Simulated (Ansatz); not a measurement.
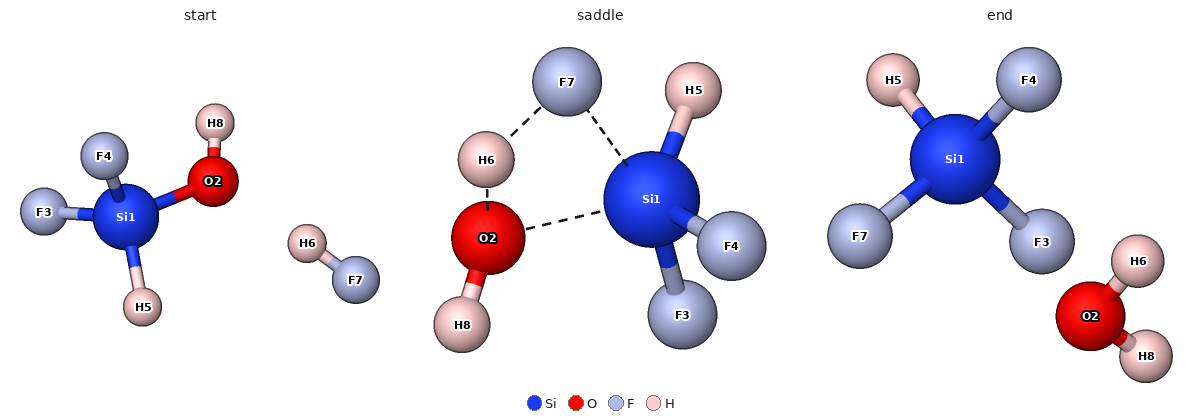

One elementary step of SiH₃OF₃: start, first-order saddle point (changing pairs dashed) and end. Electronic energies at PBE0-D4/def2-TZVP geometries, energies in def2-TZVPP, the Ansatz code; cores frozen in correlated methods, no zero-point terms. Start and end are the structures at the ends of the path (complexes, where there are several molecules). The limit is the MP2 basis limit plus CCSD(T) less MP2 in triple zeta. Lines between the levels only guide the eye.

Which bonds change in the step?

Si1–F7 (3.80 → 1.92 → 1.57 Å) and O2–H6 (1.74 → 1.14 → 0.96 Å) form; Si1–O2 (1.63 → 1.77 → 2.97 Å) and H6–F7 (0.93 → 1.22 → 3.51 Å) break (lengths at start, saddle and end; changes of bond order aren't listed). The imaginary mode at the saddle is 766.1i cm⁻¹ (PBE0-D4).

Is the step uphill or downhill with BLYP-D4?

Downhill by 5.5 kcal/mol in electronic energy, over a barrier of 21.1 kcal/mol.

Give the barriers and step energies (kcal/mol). Levels: BLYP-D4, PBE-D4 and CCSD(T) at the basis limit.

| level | barrier | reverse barrier | step energy |
| --- | --- | --- | --- |
| BLYP-D4 | 21.1 | 26.6 | −5.5 |
| PBE-D4 | 17.2 | 22.0 | −4.8 |
| CCSD(T) at the basis limit | 23.0 | 28.3 | −5.3 |

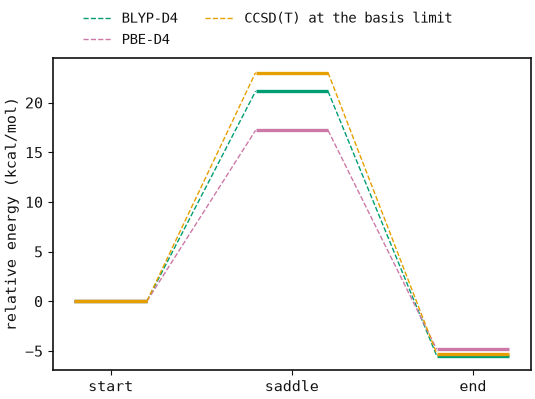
